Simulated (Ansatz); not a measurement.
# H₂ + SiH₃O radical: a complex and its separated parts, part 2 of 2

Ansatz 0.2.0, Gaussian basis. Earlier steps stand in the parts before.

### 14 wB97X-V/def2-TZVPP

The inputs:

parta/in.yaml

```yaml
crystal:
  periodic: [false, false, false]
  atoms:
    - {symbol: H, position_ang: [-1.535397, -1.557325, 1.464194]}
    - {symbol: H, position_ang: [-1.718921, -2.046592, 1.996805]}
basis:
  gaussian: {orbitals: def2-TZVPP}
hamiltonian: {xc: {name: wB97X-V}}
```

partb/in.yaml

```yaml
crystal:
  periodic: [false, false, false]
  atoms:
    - {symbol: Si, position_ang: [0.256735, 0.669365, -0.215129]}
    - {symbol: O, position_ang: [0.654359, 0.900666, -1.802092]}
    - {symbol: H, position_ang: [0.143940, 2.031331, 0.372173]}
    - {symbol: H, position_ang: [1.308539, -0.122580, 0.497481]}
    - {symbol: H, position_ang: [0.890747, 0.125137, -2.313331]}
basis:
  gaussian: {orbitals: def2-TZVPP}
magnetization: {spin_polarized: true, initial_magnetization: 1}
hamiltonian: {xc: {name: wB97X-V}}
```

One command serves all of them, each in its own folder.

On the command line:

```
$ ansatz run in.yaml --threads 2 --pin off --events-out ev --progress --plain --max-ram 4352MiB
```

parta printed, shortened:

```text
Functional definition: wB97X-V
  name "wB97X-V"
  cite "Mardirossian & Head-Gordon, Phys. Chem. Chem. Phys. 16, 9904 (2014) doi:10.1039/C3CP54374A"
  cite "Becke, J. Chem. Phys. 107, 8554 (1997) doi:10.1063/1.475007"
  cite "Vydrov & Van Voorhis, J. Chem. Phys. 133, 244103 (2010) doi:10.1063/1.3521275"
[...]
      + integral(e_c_pw_opposite_spin*poly(b97_u_opposite, cos0, cos1)) + vv10(b, c)
118 factors; their error is unknown
42 factors; integrals over basis functions are off by at most 3.0e-5 eV
[...]
mean field -31.90860216 eV, -1.1726195008 hartree, gradient 8.8e-5 eV, S^2 0.000000; 0 other end points of the search recorded, 0 dependent functions left out
reference -31.90860116 eV, -1.1726194641 hartree; 1, 1 occupied and 27, 27 virtual orbitals, 118 factors
Total energy: -31.90860116 eV, -1.1726194641 hartree
```

partb printed, shortened:

```text
[... 5 set-up lines as earlier in the session ...]
[...]
      + integral(e_c_pw_opposite_spin*poly(b97_u_opposite, cos0, cos1)) + vv10(b, c)
619 factors; their error is unknown
142 factors; integrals over basis functions are off by at most 1.2e-5 eV
[...]
mean field -9972.15654300 eV, -366.4699935847 hartree, gradient 8.7e-5 eV, S^2 0.751846; 0 other end points of the search recorded, 0 dependent functions left out
reference -9972.15654234 eV, -366.4699935606 hartree; 13, 12 occupied and 102, 103 virtual orbitals, 619 factors
Total energy: -9972.15654234 eV, -366.4699935606 hartree
```

Wall times: 0.2 s (parta), 4.3 s (partb) on 2 threads of Arm Neoverse V2, shared host.

### 15 wB97M-V/def2-TZVPP

The same edit goes into each in.yaml of step 14 (parta, partb):

```diff
-hamiltonian: {xc: {name: wB97X-V}}
+hamiltonian: {xc: {name: wB97M-V}}
```

The same command starts each run, in its folder.

On the command line:

```
$ ansatz run in.yaml --threads 2 --pin off --events-out ev --progress --plain --max-ram 4352MiB
```

parta printed, shortened:

```text
Functional definition: wB97M-V
  name "wB97M-V"
  cite "Mardirossian & Head-Gordon, J. Chem. Phys. 144, 214110 (2016) doi:10.1063/1.4952647"
[... 2 set-up lines as earlier in the session ...]
  # Of w^i u^j: cxij and so on, Table III.
[...]
  gx(w, u) = 1 - cx + cx01*u + cx10*w
[...]
      + integral(e_c_pw_mod_opposite_spin*gos(b97_w_opposite, b97_u_opposite)) + vv10(b, c)
118 factors; their error is unknown
42 factors; integrals over basis functions are off by at most 3.0e-5 eV
[...]
mean field -31.60111937 eV, -1.1613197169 hartree, gradient 7.3e-6 eV, S^2 0.000000; 0 other end points of the search recorded, 0 dependent functions left out
reference -31.60114363 eV, -1.1613206083 hartree; 1, 1 occupied and 27, 27 virtual orbitals, 118 factors
Total energy: -31.60114363 eV, -1.1613206083 hartree
```

Output in partb, shortened:

```text
[... 5 set-up lines as earlier in the session ...]
  # Of w^i u^j: cxij and so on, Table III.
[...]
  gx(w, u) = 1 - cx + cx01*u + cx10*w
[...]
      + integral(e_c_pw_mod_opposite_spin*gos(b97_w_opposite, b97_u_opposite)) + vv10(b, c)
619 factors; their error is unknown
142 factors; integrals over basis functions are off by at most 1.2e-5 eV
[...]
mean field -9972.76052213 eV, -366.4921894084 hartree, gradient 6.1e-5 eV, S^2 0.751179; 0 other end points of the search recorded, 0 dependent functions left out
reference -9972.76056089 eV, -366.4921908327 hartree; 13, 12 occupied and 102, 103 virtual orbitals, 619 factors
Total energy: -9972.76056089 eV, -366.4921908327 hartree
```

Wall times: 0.2 s (parta), 5 s (partb) on 2 threads of Arm Neoverse V2, shared host.

### 16 B2PLYP/def2-TZVPP

The same edit goes into each in.yaml of step 15 (parta, partb):

```diff
-hamiltonian: {xc: {name: wB97M-V}}
+hamiltonian: {xc: {name: B2PLYP}}
```

One command serves all of them, each in its own folder.

On the command line:

```
$ ansatz run in.yaml --threads 2 --pin off --events-out ev --progress --plain --max-ram 4352MiB
```

parta printed, shortened:

```text
Functional definition: B2PLYP
  name "B2PLYP"
  cite "Grimme, J. Chem. Phys. 124, 034108 (2006) doi:10.1063/1.2148954"
[... 2 set-up lines as earlier in the session ...]
[...]
145 factors; integrals over basis functions are off by at most 7.3e-4 eV
[...]
mean field -31.55849812 eV, -1.1597534149 hartree, gradient 1.0e-6 eV, S^2 0.000000; 0 other end points of the search recorded, 0 dependent functions left out
reference -31.55858754 eV, -1.1597567008 hartree; 1, 1 occupied and 27, 27 virtual orbitals, 145 factors
second order -1.02365918 eV of doubles, -0.00000000 eV of singles
Total energy: -31.83497552 eV, -1.1699137717 hartree
```

Output in partb, shortened:

```text
[... 5 set-up lines as earlier in the session ...]
[...]
673 factors; integrals over basis functions are off by at most 1.1e-3 eV
[...]
mean field -9966.48575141 eV, -366.2615958375 hartree, gradient 5.4e-6 eV, S^2 0.753018; 0 other end points of the search recorded, 0 dependent functions left out
6 core orbitals not correlated: weight in the atoms' cores, before any rotation towards them, 1.000 or more for the frozen orbitals, at most 0.000 for the correlated occupied ones
reference -9966.48588037 eV, -366.2616005769 hartree; 7, 6 occupied and 102, 103 virtual orbitals, 673 factors
second order -11.54605799 eV of doubles, -0.00000000 eV of singles
Total energy: -9969.60331603 eV, -366.3761642242 hartree
```

They took 0.1 s (parta), 1.9 s (partb) on 2 threads of Arm Neoverse V2, shared host.

### 17 PBE-QIDH/def2-TZVPP

Each input of step 16 (parta, partb) changes in the same lines:

```diff
-hamiltonian: {xc: {name: B2PLYP}}
+hamiltonian: {xc: {name: PBE-QIDH}}
```

Each run has its own folder and the same command.

On the command line:

```
$ ansatz run in.yaml --threads 2 --pin off --events-out ev --progress --plain --max-ram 4352MiB
```

Log of parta, shortened:

```text
Functional definition: PBE-QIDH
  name "PBE-QIDH"
  cite "Brémond, Sancho-García, Pérez-Jiménez & Adamo, J. Chem. Phys. 141, 031101 (2014) doi:10.1063/1.4890314"
[... 1 set-up line as earlier in the session ...]
[...]
145 factors; integrals over basis functions are off by at most 7.3e-4 eV
[...]
mean field -31.52725799 eV, -1.1586053612 hartree, gradient 1.4e-6 eV, S^2 0.000000; 0 other end points of the search recorded, 0 dependent functions left out
reference -31.52726441 eV, -1.1586055971 hartree; 1, 1 occupied and 27, 27 virtual orbitals, 145 factors
second order -0.95920194 eV of doubles, -0.00000000 eV of singles
Total energy: -31.84699839 eV, -1.1703556041 hartree
```

partb printed, shortened:

```text
[... 4 set-up lines as earlier in the session ...]
[...]
673 factors; integrals over basis functions are off by at most 1.1e-3 eV
[...]
mean field -9962.48418941 eV, -366.1145411465 hartree, gradient 7.7e-6 eV, S^2 0.753428; 0 other end points of the search recorded, 0 dependent functions left out
6 core orbitals not correlated: weight in the atoms' cores, before any rotation towards them, 1.000 or more for the frozen orbitals, at most 0.000 for the correlated occupied ones
reference -9962.48419991 eV, -366.1145415322 hartree; 7, 6 occupied and 102, 103 virtual orbitals, 673 factors
second order -10.71375378 eV of doubles, -0.00000000 eV of singles
Total energy: -9966.05545117 eV, -366.2457825954 hartree
```

They took 0.1 s (parta), 1.8 s (partb) on 2 threads of Arm Neoverse V2, shared host.

### 18 RPA on PBE/def2-TZVPP

Each input of step 17 (parta, partb) changes in the same lines:

```diff
-hamiltonian: {xc: {name: PBE-QIDH}}
+hamiltonian: {xc: pbe}
+correlation: {method: rpa}
```

One command serves all of them, each in its own folder.

On the command line:

```
$ ansatz run in.yaml --threads 2 --pin off --events-out ev --progress --plain --max-ram 4352MiB
```

parta printed, shortened:

```text
[... 4 set-up lines as earlier in the session ...]
[...]
145 factors; integrals over basis functions are off by at most 7.3e-4 eV
[...]
mean field -31.73221370 eV, -1.1661373446 hartree, gradient 1.4e-6 eV, S^2 0.000000; 0 other end points of the search recorded, 0 dependent functions left out
reference -30.80641066 eV, -1.1321147104 hartree; 1, 1 occupied and 27, 27 virtual orbitals, 145 factors
Total energy: -32.86230610 eV, -1.2076674744 hartree
```

Log of partb, shortened:

```text
[... 4 set-up lines as earlier in the session ...]
[...]
673 factors; integrals over basis functions are off by at most 1.1e-3 eV
[...]
mean field -9967.85995280 eV, -366.3120968072 hartree, gradient 4.5e-6 eV, S^2 0.751865; 0 other end points of the search recorded, 0 dependent functions left out
6 core orbitals not correlated: weight in the atoms' cores, before any rotation towards them, 1.000 or more for the frozen orbitals, at most 0.000 for the correlated occupied ones
reference -9947.29106462 eV, -365.5562041087 hartree; 7, 6 occupied and 102, 103 virtual orbitals, 673 factors
Total energy: -9963.59850607 eV, -366.1554915283 hartree
```

Times: 0.1 s (parta), 1.8 s (partb) on 2 threads of Arm Neoverse V2, shared host.

### 19 CCSD(T)/def2-TZVPP

Changes to parta/in.yaml since step 18:

```diff
@@ -7,3 +7,2 @@
   gaussian: {orbitals: def2-TZVPP}
-hamiltonian: {xc: pbe}
-correlation: {method: rpa}
+correlation: {method: ccsd_t}
```

Changes to partb/in.yaml since step 18:

```diff
@@ -11,3 +11,3 @@
 magnetization: {spin_polarized: true, initial_magnetization: 1}
-hamiltonian: {xc: pbe}
-correlation: {method: rpa}
+correlation: {method: ccsd_t}
+scf: {omitted_lower_state_checks: [cluster_reference]}
```

The same command starts each run, in its folder.

On the command line:

```
$ ansatz run in.yaml --threads 2 --pin off --events-out ev --progress --plain --max-ram 4352MiB
```

Output in parta, shortened:

```text
Functional definition: HF
  name "HF"
  cite "Fock, Z. Phys. 61, 126 (1930) doi:10.1007/BF01340294"
[... 1 set-up line as earlier in the session ...]
[...]
145 factors; integrals over basis functions are off by at most 7.3e-4 eV
[...]
mean field -30.82771392 eV, -1.1328975908 hartree, gradient 4.3e-7 eV, S^2 0.000000; 0 other end points of the search recorded, 0 dependent functions left out
reference -30.82771392 eV, -1.1328975908 hartree; 1, 1 occupied and 27, 27 virtual orbitals, 145 factors
second order -0.86257276 eV of doubles, -0.00000000 eV of singles
cycle   1  -1.00722634 eV  change   -1.4e-1 eV  update   2.6e-2
[...]
cycle   7  -1.07307243 eV  change    7.2e-7 eV  update   4.2e-7
perturbative correction 0.00000000 eV, 0.0000000000 hartree
Total energy: -31.90078635 eV, -1.1723322752 hartree
```

Output in partb, shortened:

```text
[... 4 set-up lines as earlier in the session ...]
[...]
673 factors; integrals over basis functions are off by at most 1.1e-3 eV
[...]
mean field -9948.11072250 eV, -365.5863259804 hartree, gradient 1.0e-6 eV, S^2 0.754354; 0 other end points of the search recorded, 0 dependent functions left out
[...]
reference -9948.11072250 eV, -365.5863259804 hartree; 7, 6 occupied and 102, 103 virtual orbitals, 673 factors
second order -9.52450977 eV of doubles, -0.00000000 eV of singles
cycle   1  -9.75999940 eV  change   -2.4e-1 eV  update   7.2e-2
[...]
cycle  10  -10.08998142 eV  change    1.6e-5 eV  update   1.6e-5
perturbative correction -0.33001129 eV, -0.0121276912 hartree
Total energy: -9958.53071521 eV, -365.9692536496 hartree
Checks for a lower state left out: cluster_reference
```

Times: 0.1 s (parta), 10 s (partb) on 2 threads of Arm Neoverse V2, shared host; peak memory 0.9 GiB.

### 20 Vibrations of H₂

Input file vib-parta/in.yaml:

```yaml
crystal:
  periodic: [false, false, false]
  atoms:
    - {symbol: H, position_ang: [-1.535397, -1.557325, 1.464194]}
    - {symbol: H, position_ang: [-1.718921, -2.046592, 1.996805]}
basis:
  gaussian: {orbitals: def2-TZVP}
hamiltonian: {xc: pbe0, dispersion: d4}
phonons: {temperatures: {t_min: 298.15, t_max: 900, t_step: 200}}
```

On the command line:

```
$ ansatz run in.yaml --threads 2 --pin off --events-out ev --progress --plain --max-ram 4352MiB
```

The program printed, shortened:

```text
[... 5 set-up lines as earlier in the session ...]
[...]
88 factors; their error is unknown
[...]
mean field -31.78865273 eV, -1.1682114407 hartree, gradient 1.7e-5 eV, S^2 0.000000; 0 other end points of the search recorded, 0 dependent functions left out
[...]
reference -31.78855263 eV, -1.1682077620 hartree; 1, 1 occupied and 11, 11 virtual orbitals, 88 factors
Total energy: -31.79027514 eV, -1.1682710633 hartree
Atom 0 at    -1.535397    -1.557325     1.464194 Å, force    -0.000283    -0.000755     0.000822 eV/Å
Atom 1 at    -1.718921    -2.046592     1.996805 Å, force     0.000283     0.000755    -0.000822 eV/Å
Dipole moment:    -0.000000    -0.000000     0.000000 e Å
Vibrations: 4414.62 cm⁻¹, zero-point energy 0.273672 eV
```

It took 0.25 s on 2 threads of Arm Neoverse V2, shared host.

Wavenumbers and character of the modes:

| mode | wavenumber (cm⁻¹) | character |
| --- | --- | --- |
| 1 | 4415 | H–H stretch |

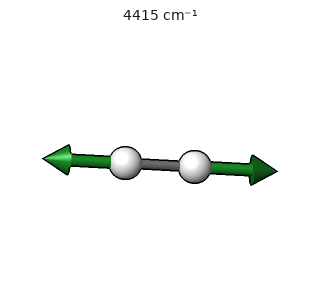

Displacements of 1 modes, as arrows.

Vibrational sums (real modes only):

| T (K) | entropy (J/mol/K) | heat capacity (J/mol/K) |
| --- | --- | --- |
| 298 | 0.0 | 0.0 |
| 498 | 0.0 | 0.0 |
| 698 | 0.0 | 0.1 |
| 898 | 0.1 | 0.4 |

### 21 Vibrations of SiH₃O radical

Input file vib-partb/in.yaml:

```yaml
crystal:
  periodic: [false, false, false]
  atoms:
    - {symbol: Si, position_ang: [0.256735, 0.669365, -0.215129]}
    - {symbol: O, position_ang: [0.654359, 0.900666, -1.802092]}
    - {symbol: H, position_ang: [0.143940, 2.031331, 0.372173]}
    - {symbol: H, position_ang: [1.308539, -0.122580, 0.497481]}
    - {symbol: H, position_ang: [0.890747, 0.125137, -2.313331]}
basis:
  gaussian: {orbitals: def2-TZVP}
magnetization: {spin_polarized: true, initial_magnetization: 1}
hamiltonian: {xc: pbe0, dispersion: d4}
phonons: {temperatures: {t_min: 298.15, t_max: 900, t_step: 200}}
```

On the command line:

```
$ ansatz run in.yaml --threads 2 --pin off --events-out ev --progress --plain --max-ram 4352MiB
```

The program printed, shortened:

```text
[... 5 set-up lines as earlier in the session ...]
[...]
551 factors; their error is unknown
[...]
mean field -9968.60212048 eV, -366.3393709663 hartree, gradient 3.8e-5 eV, S^2 0.752177; 0 other end points of the search recorded, 0 dependent functions left out
[...]
Atom 2 at     0.143940     2.031331     0.372173 Å, force    -0.000191     0.000146    -0.000343 eV/Å
Atom 3 at     1.308539    -0.122580     0.497481 Å, force     0.001177    -0.001021     0.000918 eV/Å
Atom 4 at     0.890747     0.125137    -2.313331 Å, force    -0.000266    -0.000028    -0.000229 eV/Å
Dipole moment:     0.060777    -0.267382    -0.076022 e Å
Vibrations: 262.15 673.92 771.74 845.59 896.91 924.22 2146.95 2214.81 3919.75 cm⁻¹, zero-point energy 0.784573 eV
```

It took 21 s on 2 threads of Arm Neoverse V2, shared host.

The modes, with what each moves most:

| mode | wavenumber (cm⁻¹) | character |
| --- | --- | --- |
| 1 | 262 | torsion |
| 2 | 674 | bend |
| 3 | 772 | bend |
| 4 | 846 | bend with Si–O stretch |
| 5 | 897 | bend with Si–O stretch |
| 6 | 924 | bend with Si–O stretch |
| 7 | 2147 | Si–H stretch |
| 8 | 2215 | Si–H stretch |
| 9 | 3920 | O–H stretch |

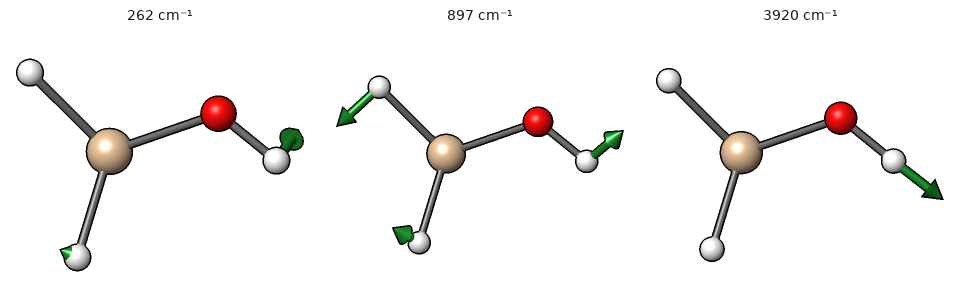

Displacements of 3 modes, as arrows.

Vibrational sums (real modes only):

| T (K) | entropy (J/mol/K) | heat capacity (J/mol/K) |
| --- | --- | --- |
| 298 | 11.1 | 20.4 |
| 498 | 25.5 | 35.7 |
| 698 | 39.2 | 45.0 |
| 898 | 51.3 | 51.4 |

### 22 Complex less separated parts

The complex's own energies come from single points at the same levels.

Rows are in def2-TZVPP; times add the 3 runs of a level on a shared host, so small differences are noise.

Differences are taken before rounding.

| method | rung | complex less parts (kJ/mol) | from CCSD(T) (kJ/mol) | time |
| --- | --- | --- | --- | --- |
| SPW92 | LDA | -4.80 | -4.44 | 1.4 s |
| PBE-D4 | GGA | -2.85 | -2.48 | 2.8 s |
| BLYP-D4 | GGA | -1.62 | -1.25 | 2.5 s |
| r2SCAN-D4 | meta-GGA | -0.86 | -0.50 | 5.5 s |
| B97M-V | meta-GGA | -2.22 | -1.85 | 11 s |
| PBE0-D4 | hybrid | -2.10 | -1.74 | 3 s |
| B3LYP-D4 | hybrid | -1.65 | -1.29 | 3.1 s |
| r2SCAN0-D4 | hybrid | -1.13 | -0.77 | 6 s |
| BHLYP-D4 | hybrid | -1.39 | -1.03 | 3.4 s |
| CAM-B3LYP-D4 | range-separated hybrid | -1.56 | -1.20 | 3.7 s |
| wB97X-V | range-separated hybrid | -0.99 | -0.63 | 10 s |
| wB97M-V | range-separated hybrid | -0.57 | -0.21 | 11 s |
| B2PLYP | double hybrid | 0.04 | +0.40 | 4.5 s |
| PBE-QIDH | double hybrid | -0.42 | -0.06 | 4 s |
| RPA on PBE | RPA | 0.85 | +1.21 | 4.1 s |
| Hartree-Fock | wavefunction | 1.80 | +2.16 |  |
| MP2 | wavefunction | -0.11 | +0.25 |  |
| CCSD | wavefunction | -0.12 | +0.24 |  |
| CCSD(T) | wavefunction | -0.36 | 0 | 35 s |

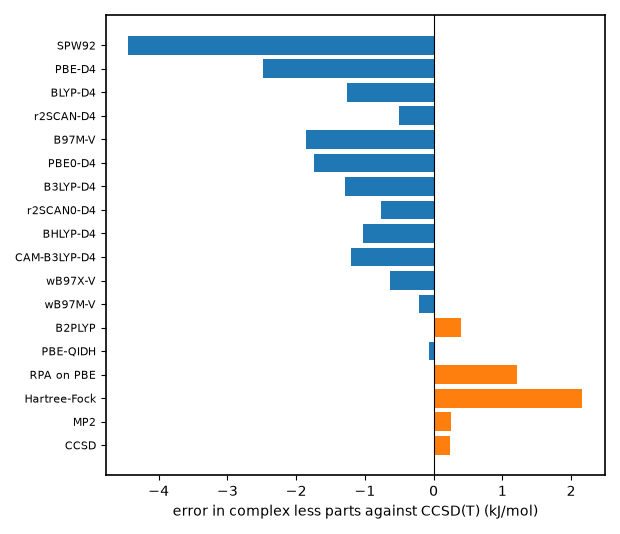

How far each level lands from CCSD(T).

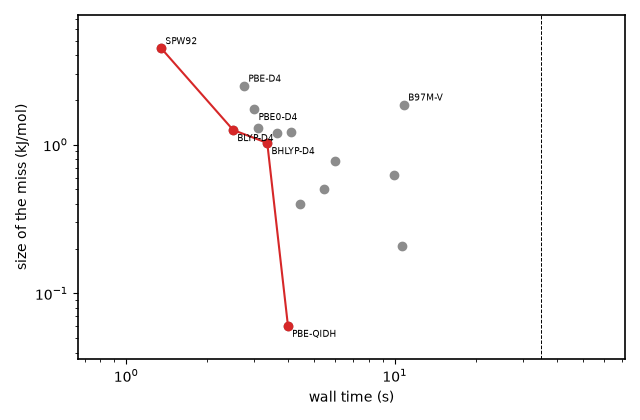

Miss against cost. Red marks the levels that no quicker level drawn beats (of those quicker than the yardstick), and the dashed line is the time of CCSD(T). Only those levels and the largest misses are named. Times are from a shared host.

PBE-QIDH reaches 0.06 kJ/mol from the reference in 4 s, where CCSD(T) took 35 s; the quickest level in the cost chart, SPW92, takes 1.4 s and misses by 4.44 kJ/mol.

The complex's zero-point energy, from a separate PBE0-D4 run, is 1.089 eV.

### 23 Results

This closing draws on all 2 parts.

| quantity | value |
| --- | --- |
| complex less parts, CCSD(T)/def2-TZVPP | -0.36 kJ/mol |
| with zero-point energy | +2.62 kJ/mol |
| largest T1 diagnostic | 0.015 |

What this shows: At CCSD(T) the complex lies 0.36 kJ/mol below its parts. PBE-QIDH is the best functional here (-0.06 kJ/mol from CCSD(T)); SPW92 is the worst (-4.44 kJ/mol). Mean unsigned error by rung: LDA 4.44, GGA 1.87, meta-GGA 1.18, hybrid 1.21, range-separated hybrid 0.68, double hybrid 0.23 kJ/mol. PBE-D4 gives a relative energy 2.48 kJ/mol too low, an error of 687 % of the reference. The complex's frequency run has imaginary modes: the structure is no minimum, so both the energy and the zero-point correction are in doubt. No counterpoise was applied, and triple zeta lacks some correlation, so the CCSD(T) reference has a basis error of its own, and close matches with it are partly luck.
